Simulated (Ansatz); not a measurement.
Species, as SMILES: Cl[Si](Cl)(Cl)Cl.
Atoms: Si1, Cl2, Cl3, Cl4, Cl5. Bonds: Si1-Cl2, Si1-Cl3, Si1-Cl4, Si1-Cl5.

Basis-set convergence of the optimised Si1-Cl2 bond length at HF with Ansatz (a quantum-chemistry and plane-wave program). Cartesian d functions, on some or all atoms, in 6-31G**, 6-31+G*, 6-311+G**; all else is spherical. The program fits the integrals of some runs and decomposes those of others, by size. No added dispersion term, no relativity. Reference: the value in pcseg-4, 2.0214 Å, itself unsure by roughly 0.0003 Å (its mean distance from aug-pcseg-3, aug-cc-pV(Q+d)Z, cc-pV(5+d)Z). Deviations are taken from unrounded values.

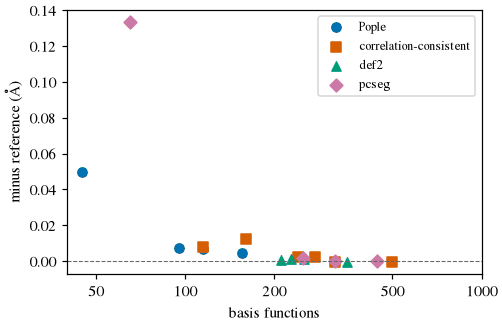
Fig. 1. Deviation from the reference against the number of basis functions, by family of sets.

| basis | functions | optimised Si1-Cl2 bond length (Å) | minus reference (Å) |
|---|---|---|---|
| STO-3G | 45 | 2.0709 | 0.0494 |
| pcseg-0 | 65 | 2.1549 | 0.1335 |
| 6-31G** | 95 | 2.0290 | 0.0075 |
| 6-31+G* | 115 | 2.0284 | 0.0069 |
| cc-pV(D+d)Z | 115 | 2.0293 | 0.0078 |
| 6-311+G** | 155 | 2.0260 | 0.0045 |
| aug-cc-pV(D+d)Z | 160 | 2.0336 | 0.0122 |
| def2-TZVPP | 210 | 2.0222 | 0.0008 |
| def2-TZVPD | 227 | 2.0225 | 0.0010 |
| jun-cc-pV(T+d)Z | 240 | 2.0235 | 0.0021 |
| aug-pcseg-2 | 250 | 2.0230 | 0.0015 |
| def2-TZVPPD | 252 | 2.0226 | 0.0012 |
| aug-cc-pV(T+d)Z | 275 | 2.0239 | 0.0025 |
| cc-pV(Q+d)Z | 320 | 2.0212 | -0.0003 |
| pcseg-3 | 320 | 2.0214 | 0.0000 |
| def2-QZVPP | 350 | 2.0212 | -0.0003 |
| aug-pcseg-3 | 445 | 2.0216 | 0.0002 |
| cc-pV(5+d)Z | 500 | 2.0209 | -0.0005 |
